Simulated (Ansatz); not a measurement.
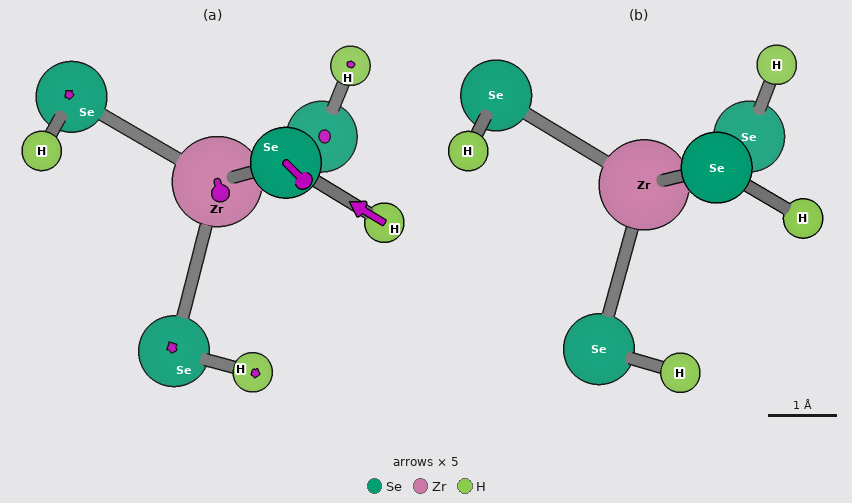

The structure of ZrH$_{4}$Se$_{4}$ before (left) and after (right) a relaxation, at one scale. The purple arrows give the displacements, 5 times their true length.

A ball-and-stick model, seen at a tilt.

These are results of RKS CAM-B3LYP-d4/ANO-RCC-VTZP (Ansatz), not measurements.

Input
```yaml
crystal:
  periodic: [false, false, false]
  atoms:
    - {symbol: Se, position_ang: [-0.392368, -0.208220, -2.609875]}
    - {symbol: Zr, position_ang: [-0.368329, -0.207802, -0.211115]}
    - {symbol: Se, position_ang: [-2.588725, -0.211093, 0.905556]}
    - {symbol: Se, position_ang: [0.867179, -2.323624, 0.648713]}
    - {symbol: Se, position_ang: [0.953425, 2.098527, 1.007736]}
    - {symbol: H, position_ang: [-0.578813, 1.189591, -2.557724]}
    - {symbol: H, position_ang: [-1.948813, -0.204433, 2.221373]}
    - {symbol: H, position_ang: [2.042011, -1.628655, 0.465331]}
    - {symbol: H, position_ang: [2.270213, 1.660647, -0.206194]}
basis:
  gaussian: {orbitals: ANO-RCC-VTZP}
hamiltonian: {xc: {name: CAM-B3LYP}, dispersion: d4}
relax: {f_tol: 0.0001, max_steps: 2}
output: {forces: true}
```

Launched with:
```bash
ansatz run in.yaml --threads 4 --pin off --events-out ev --progress --plain --max-ram 66560MiB --backend cuda --devices 0, --max-vram 37GiB
```

> Describe what moved and what it gained.

The relaxation stopped without meeting its thresholds, so the last structure isn't shown to be converged. The input was poor on purpose: steps. The energy falls by 1.584 eV in 1 geometry step. Largest force component: 3.5 eV/Å at the start, 1.3 eV/Å at the end. The largest move after the best rigid fit is that of Se5, 0.19 Å. Largest moves by element: Se 0.19 Å, Zr 0.17 Å, H 0.13 Å. Among the contacts that change: Zr2–Se5 2.924 → 2.640 Å, Se5–H9 1.844 → 1.560 Å, Se1–Zr2 2.399 → 2.566 Å, Zr2–Se3 2.485 → 2.548 Å. Among the angles between lasting bonds that change: Zr2–Se5–H9 82.0° → 89.4°, Se3–Zr2–Se5 102.6° → 109.0°, Se1–Zr2–Se3 116.1° → 110.3°. The run took about 90 s of wall time on a shared GPU.
